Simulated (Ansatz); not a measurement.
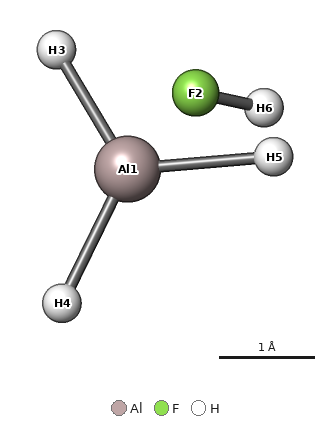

The structure as given in the input (ball-and-stick view, seen at a tilt; atoms are numbered from 1 in the order of the input). Sticks mark near contacts. Bond lengths as drawn: Al–H 1.57 to 1.59 Å and F–H 0.93 Å.

# Run report: AlH4F, geometry relaxation (part 1 of 2)

AlH4F, computed with RKS r2SCAN-D4/def2-SVP (Ansatz 0.2.0).

It belongs to a series of runs on one base structure; here: end point B relaxed. Figures and captions count atoms from 1; the log counts them from 0 in places.

## The program's output
```
The last accepted step is kept in [file] (removed where the run ends without a failure and the disk answers)
Engine: ansatz 0.2.0, x86_64-unknown-linux-gnu
Functional definition: r2SCAN
  parameter k0 = 0.174
  parameter k1 = 0.065
  parameter a1 = 4.9479
  exchange = r2scan_x(k0 = k0, k1 = k1, a1 = a1)
  correlation = r2scan_c
573 factors; their error is unknown
mean field evaluation 1: about -9370.2289 eV, gradient 2.9e1 eV
mean field evaluation 2: about -9368.9579 eV, gradient 4.3e1 eV
mean field evaluation 4: about -9371.7829 eV, gradient 2.6e-1 eV
mean field evaluation 8: about -9371.7557 eV, gradient 1.5e-3 eV
mean field -9371.75570984 eV, -344.4056699324 hartree, gradient 3.5e-5 eV, S^2 0.000000; 0 other end points of the search recorded, 0 dependent functions left out
the calculation of the forces begins
reference -9371.75572020 eV, -344.4056703131 hartree; 13, 13 occupied and 39, 39 virtual orbitals, 573 factors
relax step   1: F+E_penalty+E_count = -9371.76792060 eV  Δ(F+E_penalty+E_count) = +0.000e0 eV  max|allowed force component| = 3.882e-1 eV/Å  Δτ_max = 0.0000 Å  (21 SCF iters, accepted)
these checks for a lower state are left out or cut short: starts, cluster_reference, orbital_swaps, neighbouring_geometries, increment
573 factors; their error is unknown
mean field evaluation 16: about -9371.8683 eV, gradient 5.8e-2 eV
mean field -9371.86834597 eV, -344.4098092339 hartree, gradient 2.5e-5 eV, S^2 0.000000; 0 other end points of the search recorded, 0 dependent functions left out
[... from here on the field's lines of each further geometry are left out, up to the last ...]
relax step   2: F+E_penalty+E_count = -9371.88080634 eV  Δ(F+E_penalty+E_count) = -1.129e-1 eV  max|allowed force component| = 8.060e-1 eV/Å  Δτ_max = 0.1956 Å  (29 SCF iters, accepted)
relax step   3: F+E_penalty+E_count = -9372.03724318 eV  Δ(F+E_penalty+E_count) = -1.564e-1 eV  max|allowed force component| = 1.204e0 eV/Å  Δτ_max = 0.1973 Å  (25 SCF iters, accepted)
relax step   4: F+E_penalty+E_count = -9372.13115407 eV  Δ(F+E_penalty+E_count) = -9.391e-2 eV  max|allowed force component| = 4.216e-1 eV/Å  Δτ_max = 0.1952 Å  (25 SCF iters, accepted)
relax step   5: F+E_penalty+E_count = -9372.14230165 eV  Δ(F+E_penalty+E_count) = -1.115e-2 eV  max|allowed force component| = 1.534e-1 eV/Å  Δτ_max = 0.0488 Å  (26 SCF iters, accepted)
relax step   6: F+E_penalty+E_count = -9372.14583227 eV  Δ(F+E_penalty+E_count) = -3.531e-3 eV  max|allowed force component| = 1.049e-1 eV/Å  Δτ_max = 0.0429 Å  (26 SCF iters, accepted)
relax step   7: F+E_penalty+E_count = -9372.15022625 eV  Δ(F+E_penalty+E_count) = -4.394e-3 eV  max|allowed force component| = 2.700e-1 eV/Å  Δτ_max = 0.0402 Å  (25 SCF iters, accepted)
relax step   8: F+E_penalty+E_count = -9372.16043013 eV  Δ(F+E_penalty+E_count) = -1.020e-2 eV  max|allowed force component| = 6.042e-1 eV/Å  Δτ_max = 0.1715 Å  (25 SCF iters, accepted)
relax step   9: F+E_penalty+E_count = -9372.17344482 eV  Δ(F+E_penalty+E_count) = -1.301e-2 eV  max|allowed force component| = 6.263e-1 eV/Å  Δτ_max = 0.0723 Å  (27 SCF iters, accepted)
relax step  10: F+E_penalty+E_count = -9372.23000965 eV  Δ(F+E_penalty+E_count) = -5.656e-2 eV  max|allowed force component| = 7.630e-1 eV/Å  Δτ_max = 0.0753 Å  (26 SCF iters, accepted)
relax step  11: F+E_penalty+E_count = -9372.40834790 eV  Δ(F+E_penalty+E_count) = -1.783e-1 eV  max|allowed force component| = 1.306e0 eV/Å  Δτ_max = 0.1066 Å  (29 SCF iters, accepted)
relax step  12: F+E_penalty+E_count = -9372.76548967 eV  Δ(F+E_penalty+E_count) = -3.571e-1 eV  max|allowed force component| = 2.625e0 eV/Å  Δτ_max = 0.1962 Å  (29 SCF iters, accepted)
relax step  13: F+E_penalty+E_count = -9373.20509349 eV  Δ(F+E_penalty+E_count) = -4.396e-1 eV  max|allowed force component| = 9.858e-1 eV/Å  Δτ_max = 0.1974 Å  (30 SCF iters, accepted)
relax step  14: F+E_penalty+E_count = -9373.30746450 eV  Δ(F+E_penalty+E_count) = -1.024e-1 eV  max|allowed force component| = 2.285e0 eV/Å  Δτ_max = 0.1950 Å  (31 SCF iters, accepted)
relax step  15: F+E_penalty+E_count = -9373.23305107 eV  Δ(F+E_penalty+E_count) = +7.441e-2 eV  max|allowed force component| = 1.952e0 eV/Å  Δτ_max = 0.1040 Å  (26 SCF iters, rejected (line search))
relax step  16: F+E_penalty+E_count = -9373.41002468 eV  Δ(F+E_penalty+E_count) = -1.026e-1 eV  max|allowed force component| = 2.708e-1 eV/Å  Δτ_max = 0.0512 Å  (24 SCF iters, accepted)
relax step  17: F+E_penalty+E_count = -9373.42294086 eV  Δ(F+E_penalty+E_count) = -1.292e-2 eV  max|allowed force component| = 7.395e-2 eV/Å  Δτ_max = 0.0515 Å  (24 SCF iters, accepted)
relax step  18: F+E_penalty+E_count = -9373.42228331 eV  Δ(F+E_penalty+E_count) = +6.575e-4 eV  max|allowed force component| = 1.689e-1 eV/Å  Δτ_max = 0.1452 Å  (24 SCF iters, rejected (line search))
relax step  19: F+E_penalty+E_count = -9373.42845503 eV  Δ(F+E_penalty+E_count) = -5.514e-3 eV  max|allowed force component| = 5.996e-2 eV/Å  Δτ_max = 0.0708 Å  (24 SCF iters, accepted)
relax step  20: F+E_penalty+E_count = -9373.42851339 eV  Δ(F+E_penalty+E_count) = -5.835e-5 eV  max|allowed force component| = 3.772e-2 eV/Å  Δτ_max = 0.0240 Å  (25 SCF iters, accepted)
the calculation of the forces begins
reference -9373.41519817 eV, -344.4666550037 hartree; 13, 13 occupied and 39, 39 virtual orbitals, 573 factors
relax step  21: F+E_penalty+E_count = -9373.42874718 eV  Δ(F+E_penalty+E_count) = -2.338e-4 eV  max|allowed force component| = 6.680e-3 eV/Å  Δτ_max = 0.0076 Å  (26 SCF iters, accepted)
573 factors; their error is unknown
mean field evaluation 160: about -9371.3263 eV, gradient 3.5e1 eV
```

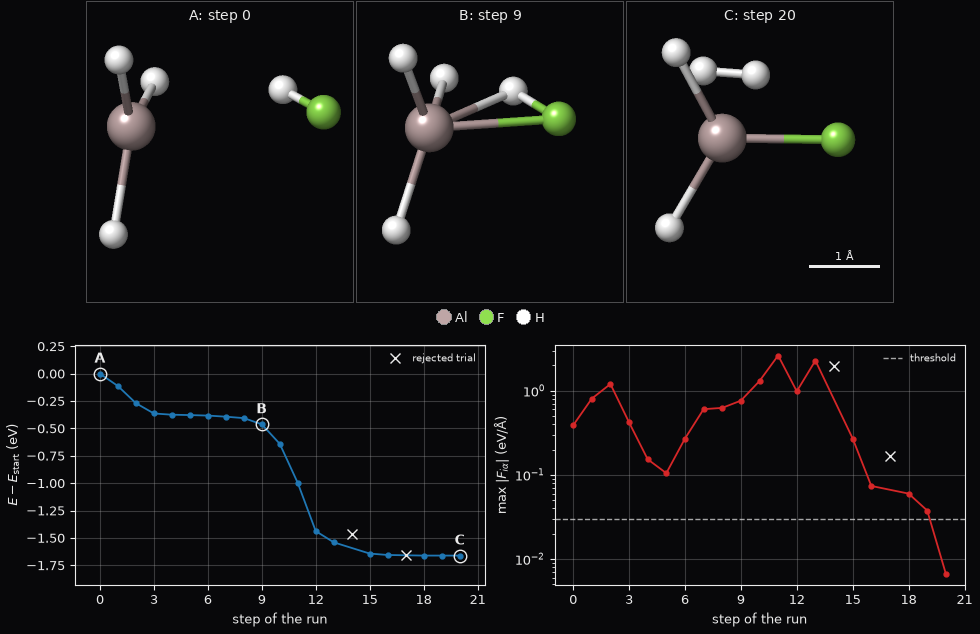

Frames of the relaxation (ball-and-stick view, seen at a tilt) above the curves, on which the letters mark them (the first geometry is step 0 here and step 1 in the log).

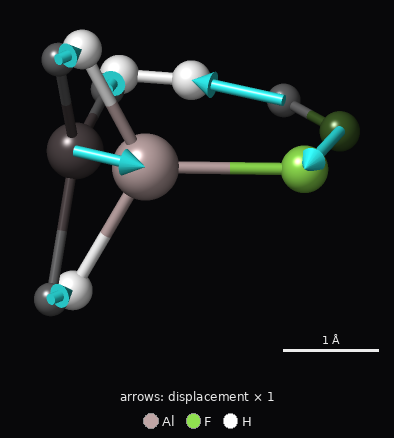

Start (faint) and end (solid) with the displacements as teal arrows, at true length (ball-and-stick view, seen at a tilt). The two geometries are laid on each other by the best rigid fit. After 20 geometry steps the energy has fallen by 1.661 eV. Largest force component: 0.39 eV/Å at the start, 0.0067 eV/Å at the end. The line search rejected the trial steps at points 14, 17 (counted from 0) and went back. The largest move after the best rigid fit is that of H6, 1.06 Å. Largest moves by element: H 1.06 Å, F 1.05 Å, Al 0.81 Å. Among the contacts that change: F2–H6 0.931 → 2.425 Å, Al1–F2 2.878 → 1.676 Å, H5–H6 1.859 → 0.763 Å, Al1–H5 1.575 → 2.277 Å. New bonds form: Al1–F2 (2.88 → 1.68 Å), H5–H6 (1.86 → 0.76 Å). Bonds break: Al1–H5 (1.57 → 2.28 Å), F2–H6 (0.93 → 2.43 Å). (Atoms are counted from 1 in the order of the input.)

```
mean field -9373.41518722 eV, -344.4666546011 hartree, gradient 2.1e-5 eV, S^2 0.000000; 1 other end points of the search recorded, 0 dependent functions left out
the calculation of the forces begins
reference -9373.41519817 eV, -344.4666550037 hartree; 13, 13 occupied and 39, 39 virtual orbitals, 573 factors
Total energy: -9373.42875813 eV, -344.4671533231 hartree
Atom 0 at     0.011614     0.133242     0.133517 Å, force     0.000790    -0.000963     0.000893 eV/Å
Atom 1 at     0.014864     0.610211     1.740427 Å, force    -0.000147    -0.000908    -0.001518 eV/Å
Atom 2 at     1.411139     0.040463    -0.593906 Å, force     0.000341     0.000189     0.001182 eV/Å
Atom 3 at    -1.393548     0.000532    -0.576519 Å, force    -0.001035     0.000275     0.000940 eV/Å
Atom 4 at     0.046040    -2.094369     0.602494 Å, force     0.000046    -0.000564     0.005184 eV/Å
Atom 5 at     0.045790    -1.773578     1.295187 Å, force     0.000005     0.001971    -0.006680 eV/Å
Dipole moment:     0.003129    -0.293714    -0.157252 e Å
```

## Trajectory as extended XYZ (Å, eV, eV/Å), 21 frames, from step=1 to step=21
```
6
Properties=species:S:1:pos:R:3:forces:R:3 step=1 energy=-9371.76792
Al    0.0210   -0.4246   -0.4591   -0.0043   0.3882   0.1889
F     0.0187   -0.1954    2.4095   -0.0025   0.2304  -0.3166
H     1.4033    0.2059   -0.9140   -0.0202   0.0033   0.0015
H    -1.3884    0.1655   -0.8829    0.0163   0.0035  -0.0036
H     0.0502   -1.7673    0.3627    0.0054  -0.3672   0.2049
H     0.0312   -1.0677    2.0850    0.0053  -0.2582  -0.0752
6
Properties=species:S:1:pos:R:3:forces:R:3 step=2 energy=-9371.88081
Al    0.0208   -0.4005   -0.3746   -0.0042   0.0996   0.4054
F     0.0185   -0.1669    2.2160    0.0115  -0.6588  -0.4573
H     1.3952    0.2138   -0.8772   -0.0068   0.0057   0.0687
H    -1.3811    0.1732   -0.8481    0.0070   0.0040   0.0622
H     0.0498   -1.7919    0.4081    0.0029  -0.2566  -0.0537
H     0.0327   -1.1112    2.0770   -0.0105   0.8060  -0.0254
6
Properties=species:S:1:pos:R:3:forces:R:3 step=3 energy=-9372.03724
Al    0.0206   -0.3909   -0.2449   -0.0068  -0.0161   0.2835
F     0.0185   -0.1114    2.0267    0.0207  -1.1378  -0.4836
H     1.3844    0.2132   -0.7947    0.0026  -0.0016   0.1531
H    -1.3707    0.1719   -0.7693    0.0016  -0.0056   0.1452
H     0.0500   -1.8804    0.3903   -0.0016  -0.0425   0.0268
H     0.0332   -1.0858    1.9932   -0.0164   1.2036  -0.1249
6
Properties=species:S:1:pos:R:3:forces:R:3 step=4 energy=-9372.13115
Al    0.0197   -0.3893   -0.1517   -0.0045   0.0450  -0.3522
F     0.0199   -0.1019    1.8317   -0.0027   0.4216   0.3431
H     1.3870    0.2099   -0.7008   -0.0115  -0.0426   0.0883
H    -1.3735    0.1671   -0.6801    0.0132  -0.0450   0.0800
H     0.0489   -1.9081    0.4423   -0.0013  -0.1356  -0.0123
H     0.0339   -1.0613    1.8598    0.0068  -0.2434  -0.1467
6
Properties=species:S:1:pos:R:3:forces:R:3 step=5 energy=-9372.14230
Al    0.0183   -0.3971   -0.1807   -0.0056   0.0050   0.0041
F     0.0190   -0.0719    1.8502    0.0123  -0.1534  -0.0003
H     1.4083    0.1980   -0.6671   -0.0442  -0.0046  -0.0081
H    -1.3944    0.1527   -0.6537    0.0417  -0.0007  -0.0143
H     0.0442   -1.9287    0.3983    0.0058   0.0632   0.0710
H     0.0405   -1.0365    1.8542   -0.0100   0.0905  -0.0522
6
Properties=species:S:1:pos:R:3:forces:R:3 step=6 energy=-9372.14583
Al    0.0184   -0.3941   -0.1843    0.0079   0.0300   0.1049
F     0.0244   -0.0877    1.8542   -0.0101   0.0920   0.0365
H     1.4031    0.2024   -0.6776   -0.0170  -0.0177  -0.0159
H    -1.3904    0.1569   -0.6618    0.0161  -0.0184  -0.0150
H     0.0480   -1.9091    0.4363   -0.0080  -0.0320  -0.0123
H     0.0323   -1.0518    1.8344    0.0111  -0.0538  -0.0981
6
Properties=species:S:1:pos:R:3:forces:R:3 step=7 energy=-9372.15023
Al    0.0176   -0.3877   -0.1693   -0.0014   0.0553   0.0264
F     0.0215   -0.0935    1.8534   -0.0019   0.2700   0.0853
H     1.3975    0.2014   -0.6778    0.0159  -0.0255  -0.0054
H    -1.3849    0.1569   -0.6656   -0.0152  -0.0268  -0.0056
H     0.0452   -1.9014    0.4650    0.0017  -0.0447  -0.0108
H     0.0390   -1.0592    1.7955    0.0009  -0.2283  -0.0898
```
